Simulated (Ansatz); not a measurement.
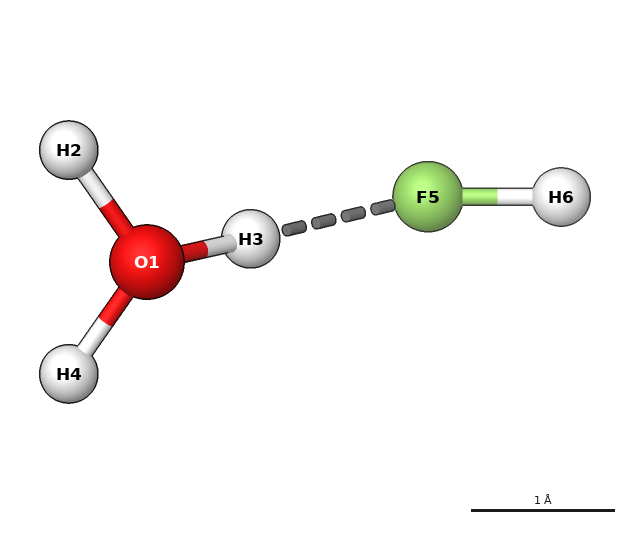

Two molecules or ions; the broken line marks their closest contact (measured against van der Waals radii). State: charge +1, singlet. Geometry: a pair of rigid molecules at a changed separation. Program: Ansatz 0.2.0.

Question: Which two species are they?

Answer: H3O and HF (`F.[OH3+]`).

Question: How long is the contact?

Answer: H3···F5 is 1.80 Å.

Give the counterpoise-corrected interaction energy (kcal/mol, monomers kept as in the pair) with RHF-CCSD(T) (frozen core)/def2-TZVPPD; r2SCAN-D4/def2-TZVPPD.

```json
{"level": "RHF-CCSD(T) (frozen core)/def2-TZVPPD", "interaction energy (kcal/mol)": "−16.4"}
{"level": "r2SCAN-D4/def2-TZVPPD", "interaction energy (kcal/mol)": "−17.4"}
```
